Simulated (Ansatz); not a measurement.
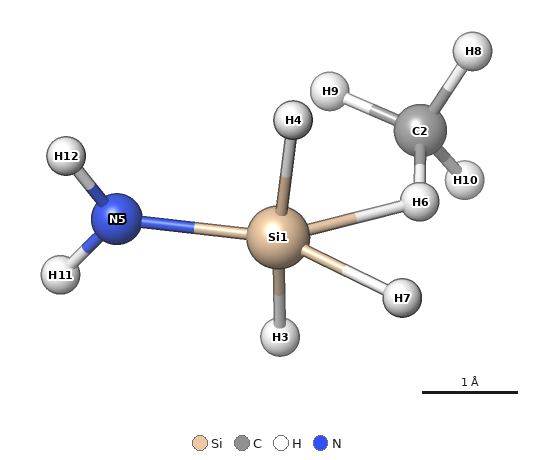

The starting structure (ball-and-stick view, seen at a tilt; atoms are numbered from 1 in the order of the input). Bond lengths as drawn: C–H 1.08 to 1.11 Å, H–N 1.01 to 1.02 Å, H–Si 1.55 to 1.62 Å and N–Si 1.71 Å.

Geometry relaxation of CH9NSi (part 1 of 2)

The run: geometry relaxation of CH9NSi. Method and program: RKS PBE0-D4/def2-TZVP (Ansatz 0.2.0).

The geometry is a transition state displaced along its imaginary mode. The reaction was set up to form Si1–H7 and C2–H6 and to break Si1–C2 and H6–H7 (atoms counted from 1 in the order of the input); sticks are drawn by distance alone. Figures and captions count atoms from 1; the log counts them from 0 in places.

## Input file
```yaml
crystal:
  periodic: [false, false, false]
  atoms:
    - {symbol: Si, position_ang: [-0.241822, -0.725292, 0.018778]}
    - {symbol: C, position_ang: [0.872063, 1.149021, 0.734602]}
    - {symbol: H, position_ang: [1.078521, -1.013629, -0.752415]}
    - {symbol: H, position_ang: [-1.417232, -0.137436, 0.849708]}
    - {symbol: N, position_ang: [-1.176409, -0.786099, -1.415392]}
    - {symbol: H, position_ang: [0.698309, 0.093369, 1.045862]}
    - {symbol: H, position_ang: [0.365628, -1.367054, 1.329544]}
    - {symbol: H, position_ang: [0.459716, 1.727855, 1.548186]}
    - {symbol: H, position_ang: [0.408456, 1.536940, -0.194836]}
    - {symbol: H, position_ang: [1.941603, 1.208449, 0.594346]}
    - {symbol: H, position_ang: [-0.814517, -1.088116, -2.305302]}
    - {symbol: H, position_ang: [-2.174315, -0.597909, -1.453081]}
basis:
  gaussian: {orbitals: def2-TZVP}
hamiltonian: {xc: pbe0, dispersion: d4}
relax: {f_tol: 0.005, max_steps: 200}
```

Hardware: 4 threads of Arm Neoverse V1, 23 GiB of memory available, shared host.

Command:
```bash
ansatz run in.yaml --threads 4 --pin off --events-out ev --progress --plain --max-ram 9574MiB
```

## The program's output
```
Functional definition: PBE0
  name "PBE0"
  cite "Adamo & Barone, J. Chem. Phys. 110, 6158 (1999) doi:10.1063/1.478522"
  cite "Perdew, Burke & Ernzerhof, Phys. Rev. Lett. 77, 3865 (1996) doi:10.1103/PhysRevLett.77.3865"
  parent pbe
  parameter a = 0.25
  parameter kappa = 0.804
  parameter beta = 0.06672455060314922
  exchange = (1 - a)*pbe_x(kappa = kappa, mu = beta*pi^2/3) + a*exact_x
  correlation = pbe_c(beta = beta)
999 factors; their error is unknown
mean field evaluation 1: about -10534.4560 eV, gradient 7.0e1 eV
mean field evaluation 2: about -10524.3511 eV, gradient 9.1e1 eV
mean field evaluation 4: about -10544.0325 eV, gradient 5.1e0 eV
mean field evaluation 8: about -10544.0926 eV, gradient 3.6e-2 eV
mean field evaluation 16: about -10544.1199 eV, gradient 5.0e-5 eV
mean field -10544.11986042 eV, -387.4892578094 hartree, gradient 5.0e-5 eV, S^2 0.000000; 0 other end points of the search recorded, 0 dependent functions left out
the calculation of the forces begins
reference -10544.11988981 eV, -387.4892588893 hartree; 18, 18 occupied and 135, 135 virtual orbitals, 999 factors
relax step   1: F+E_penalty+E_count = -10544.27869374 eV  Δ(F+E_penalty+E_count) = +0.000e0 eV  max|allowed force component| = 1.168e0 eV/Å  Δτ_max = 0.0000 Å  (25 SCF iters, accepted)
these checks for a lower state are left out or cut short: starts, cluster_reference, orbital_swaps, neighbouring_geometries, increment
999 factors; their error is unknown
mean field -10544.56388538 eV, -387.5055754257 hartree, gradient 7.7e-6 eV, S^2 0.000000; 0 other end points of the search recorded, 0 dependent functions left out
[... from here on the field's lines of each further geometry are left out, up to the last ...]
relax step   2: F+E_penalty+E_count = -10544.72126437 eV  Δ(F+E_penalty+E_count) = -4.426e-1 eV  max|allowed force component| = 9.358e-1 eV/Å  Δτ_max = 0.1938 Å  (28 SCF iters, accepted)
relax step   3: F+E_penalty+E_count = -10545.20100826 eV  Δ(F+E_penalty+E_count) = -4.797e-1 eV  max|allowed force component| = 7.110e-1 eV/Å  Δτ_max = 0.1984 Å  (29 SCF iters, accepted)
relax step   4: F+E_penalty+E_count = -10545.62656379 eV  Δ(F+E_penalty+E_count) = -4.256e-1 eV  max|allowed force component| = 5.946e-1 eV/Å  Δτ_max = 0.1950 Å  (28 SCF iters, accepted)
relax step   5: F+E_penalty+E_count = -10546.00725623 eV  Δ(F+E_penalty+E_count) = -3.807e-1 eV  max|allowed force component| = 3.641e-1 eV/Å  Δτ_max = 0.1950 Å  (28 SCF iters, accepted)
relax step   6: F+E_penalty+E_count = -10546.31066576 eV  Δ(F+E_penalty+E_count) = -3.034e-1 eV  max|allowed force component| = 3.221e-1 eV/Å  Δτ_max = 0.1950 Å  (28 SCF iters, accepted)
relax step   7: F+E_penalty+E_count = -10546.52932182 eV  Δ(F+E_penalty+E_count) = -2.187e-1 eV  max|allowed force component| = 2.981e-1 eV/Å  Δτ_max = 0.1985 Å  (28 SCF iters, accepted)
relax step   8: F+E_penalty+E_count = -10546.65158813 eV  Δ(F+E_penalty+E_count) = -1.223e-1 eV  max|allowed force component| = 2.616e-1 eV/Å  Δτ_max = 0.2000 Å  (28 SCF iters, accepted)
relax step   9: F+E_penalty+E_count = -10546.69491791 eV  Δ(F+E_penalty+E_count) = -4.333e-2 eV  max|allowed force component| = 9.888e-2 eV/Å  Δτ_max = 0.1999 Å  (27 SCF iters, accepted)
relax step  10: F+E_penalty+E_count = -10546.66281505 eV  Δ(F+E_penalty+E_count) = +3.210e-2 eV  max|allowed force component| = 1.653e0 eV/Å  Δτ_max = 0.1966 Å  (28 SCF iters, rejected (line search))
relax step  11: F+E_penalty+E_count = -10546.71336044 eV  Δ(F+E_penalty+E_count) = -1.844e-2 eV  max|allowed force component| = 1.676e-1 eV/Å  Δτ_max = 0.0983 Å  (28 SCF iters, accepted)
relax step  12: F+E_penalty+E_count = -10546.71070769 eV  Δ(F+E_penalty+E_count) = +2.653e-3 eV  max|allowed force component| = 8.466e-1 eV/Å  Δτ_max = 0.0967 Å  (28 SCF iters, rejected (line search))
relax step  13: F+E_penalty+E_count = -10546.72232172 eV  Δ(F+E_penalty+E_count) = -8.961e-3 eV  max|allowed force component| = 1.141e-1 eV/Å  Δτ_max = 0.0471 Å  (28 SCF iters, accepted)
relax step  14: F+E_penalty+E_count = -10546.72730496 eV  Δ(F+E_penalty+E_count) = -4.983e-3 eV  max|allowed force component| = 6.579e-2 eV/Å  Δτ_max = 0.0500 Å  (28 SCF iters, accepted)
relax step  15: F+E_penalty+E_count = -10546.72805196 eV  Δ(F+E_penalty+E_count) = -7.470e-4 eV  max|allowed force component| = 1.863e-2 eV/Å  Δτ_max = 0.0363 Å  (29 SCF iters, accepted)
relax step  16: F+E_penalty+E_count = -10546.72870072 eV  Δ(F+E_penalty+E_count) = -6.488e-4 eV  max|allowed force component| = 2.714e-2 eV/Å  Δτ_max = 0.0748 Å  (28 SCF iters, accepted)
relax step  17: F+E_penalty+E_count = -10546.72880793 eV  Δ(F+E_penalty+E_count) = -1.072e-4 eV  max|allowed force component| = 3.719e-2 eV/Å  Δτ_max = 0.0525 Å  (28 SCF iters, accepted)
relax step  18: F+E_penalty+E_count = -10546.72897169 eV  Δ(F+E_penalty+E_count) = -1.638e-4 eV  max|allowed force component| = 1.938e-2 eV/Å  Δτ_max = 0.0180 Å  (29 SCF iters, accepted)
relax step  19: F+E_penalty+E_count = -10546.72911909 eV  Δ(F+E_penalty+E_count) = -1.474e-4 eV  max|allowed force component| = 9.291e-3 eV/Å  Δτ_max = 0.0152 Å  (30 SCF iters, accepted)
relax step  20: F+E_penalty+E_count = -10546.72933896 eV  Δ(F+E_penalty+E_count) = -2.199e-4 eV  max|allowed force component| = 1.135e-2 eV/Å  Δτ_max = 0.0382 Å  (29 SCF iters, accepted)
relax step  21: F+E_penalty+E_count = -10546.72849089 eV  Δ(F+E_penalty+E_count) = +8.481e-4 eV  max|allowed force component| = 1.509e-1 eV/Å  Δτ_max = 0.1950 Å  (27 SCF iters, rejected (line search))
relax step  22: F+E_penalty+E_count = -10546.72996302 eV  Δ(F+E_penalty+E_count) = -6.241e-4 eV  max|allowed force component| = 2.642e-2 eV/Å  Δτ_max = 0.0950 Å  (28 SCF iters, accepted)
relax step  23: F+E_penalty+E_count = -10546.73036454 eV  Δ(F+E_penalty+E_count) = -4.015e-4 eV  max|allowed force component| = 7.147e-2 eV/Å  Δτ_max = 0.0994 Å  (28 SCF iters, accepted)
relax step  24: F+E_penalty+E_count = -10546.73091255 eV  Δ(F+E_penalty+E_count) = -5.480e-4 eV  max|allowed force component| = 6.555e-2 eV/Å  Δτ_max = 0.0243 Å  (29 SCF iters, accepted)
relax step  25: F+E_penalty+E_count = -10546.73256295 eV  Δ(F+E_penalty+E_count) = -1.650e-3 eV  max|allowed force component| = 8.401e-2 eV/Å  Δτ_max = 0.1590 Å  (27 SCF iters, accepted)
relax step  26: F+E_penalty+E_count = -10546.73358034 eV  Δ(F+E_penalty+E_count) = -1.017e-3 eV  max|allowed force component| = 1.196e-1 eV/Å  Δτ_max = 0.0940 Å  (28 SCF iters, accepted)
relax step  27: F+E_penalty+E_count = -10546.73515845 eV  Δ(F+E_penalty+E_count) = -1.578e-3 eV  max|allowed force component| = 1.009e-1 eV/Å  Δτ_max = 0.0710 Å  (28 SCF iters, accepted)
relax step  28: F+E_penalty+E_count = -10546.73767617 eV  Δ(F+E_penalty+E_count) = -2.518e-3 eV  max|allowed force component| = 1.191e-1 eV/Å  Δτ_max = 0.1954 Å  (27 SCF iters, accepted)
relax step  29: F+E_penalty+E_count = -10546.74005317 eV  Δ(F+E_penalty+E_count) = -2.377e-3 eV  max|allowed force component| = 1.104e-1 eV/Å  Δτ_max = 0.0818 Å  (28 SCF iters, accepted)
relax step  30: F+E_penalty+E_count = -10546.74189021 eV  Δ(F+E_penalty+E_count) = -1.837e-3 eV  max|allowed force component| = 1.126e-1 eV/Å  Δτ_max = 0.0847 Å  (28 SCF iters, accepted)
relax step  31: F+E_penalty+E_count = -10546.74325051 eV  Δ(F+E_penalty+E_count) = -1.360e-3 eV  max|allowed force component| = 4.924e-2 eV/Å  Δτ_max = 0.0925 Å  (28 SCF iters, accepted)
relax step  32: F+E_penalty+E_count = -10546.74359560 eV  Δ(F+E_penalty+E_count) = -3.451e-4 eV  max|allowed force component| = 2.419e-2 eV/Å  Δτ_max = 0.0278 Å  (29 SCF iters, accepted)
the calculation of the forces begins
reference -10546.62141622 eV, -387.5811882892 hartree; 18, 18 occupied and 135, 135 virtual orbitals, 999 factors
relax step  33: F+E_penalty+E_count = -10546.74363928 eV  Δ(F+E_penalty+E_count) = -4.368e-5 eV  max|allowed force component| = 4.629e-3 eV/Å  Δτ_max = 0.0069 Å  (30 SCF iters, accepted)
999 factors; their error is unknown
mean field evaluation 256: about -10546.6214 eV, gradient 3.9e-4 eV
```

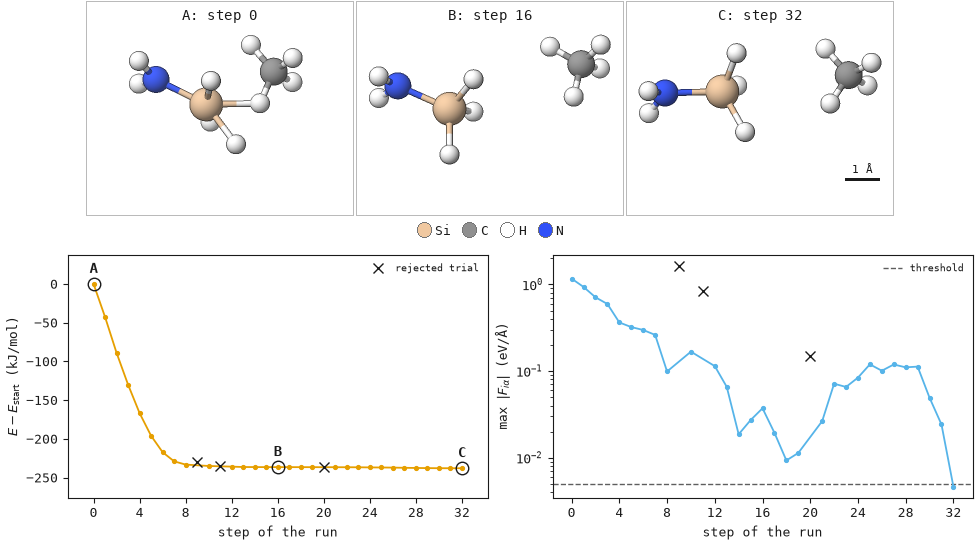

Frames of the relaxation (ball-and-stick view, seen at an oblique angle) above the curves, on which the letters mark them (the first geometry is step 0 here and step 1 in the log).

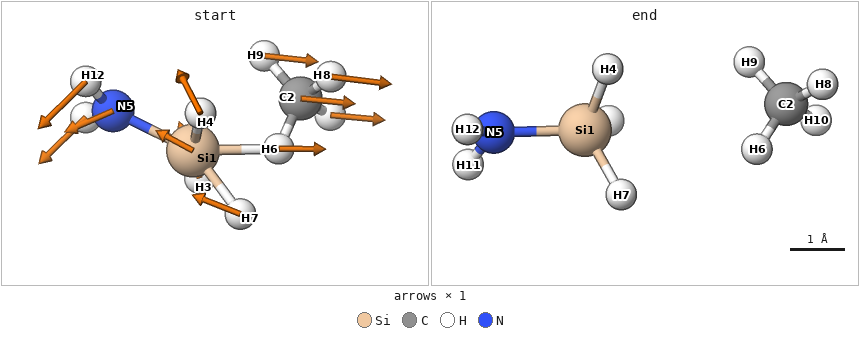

Before (left) and after (right) the relaxation, at one scale (ball-and-stick view, seen at an oblique angle). The orange arrows give the displacements, at true length. The largest move after the best rigid fit is that of H12, 1.34 Å. By element the largest moves are H 1.34 Å, C 1.05 Å, N 1.03 Å, Si 0.83 Å. Distances before and after: Si1–H6 1.615 → 3.266 Å, Si1–H7 1.581 → 1.494 Å, Si1–H3 1.556 → 1.485 Å, Si1–H4 1.555 → 1.485 Å. Bonds break: Si1–H6 (1.62 → 3.27 Å). Among the angles that change: H3–Si1–H4 167.5° → 110.7°, N5–Si1–H7 152.8° → 115.8°, H4–Si1–H7 90.0° → 107.3°. After 32 geometry steps the energy has fallen by 237.8 kJ/mol. Largest force component: 1.2 eV/Å at the start, 0.0046 eV/Å at the end. The line search rejected the trial steps at points 9, 11, 20 (counted from 0) and went back. (Atoms are counted from 1 in the order of the input.)
